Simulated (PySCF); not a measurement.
C4H12Cl2Si2, SMILES C[Si](C)(C)C[SiH](Cl)Cl at its GFN2-xTB optimised geometry (Å):

```
20

Si     0.1821     1.3617     0.0000
Cl     2.2033     1.3617     0.0000
Cl    -0.4481     3.2898     0.0000
C     -0.4699     0.4772    -1.5390
Si    -0.2489    -1.4323    -1.6055
C      1.5982    -1.8841    -1.5358
C     -1.1739    -2.2070    -0.1304
C     -1.0118    -2.0420    -3.2451
H     -0.2598     0.7715     1.2570
H      0.0083     0.9046    -2.4217
H     -1.5320     0.6979    -1.6416
H      1.7458    -2.9565    -1.6201
H      2.1532    -1.4138    -2.3417
H      2.0483    -1.5627    -0.6020
H     -2.2033    -1.8655    -0.0816
H     -1.1934    -3.2898    -0.2047
H     -0.6987    -1.9532     0.8118
H     -2.0682    -1.7989    -3.3078
H     -0.9194    -3.1190    -3.3436
H     -0.5216    -1.5937    -4.1041
```

Computed with B3LYP/def2-SVP in PySCF.

Map of the Laplacian of the electron density (e/bohr⁵) on the plane z = 1.0 Å:

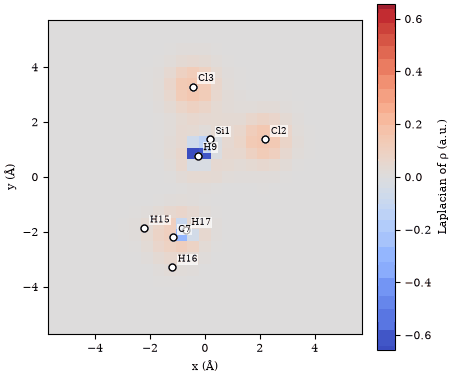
Fig. 1. Laplacian of the electron density (e/bohr⁵) on the plane z = 1.0 Å.
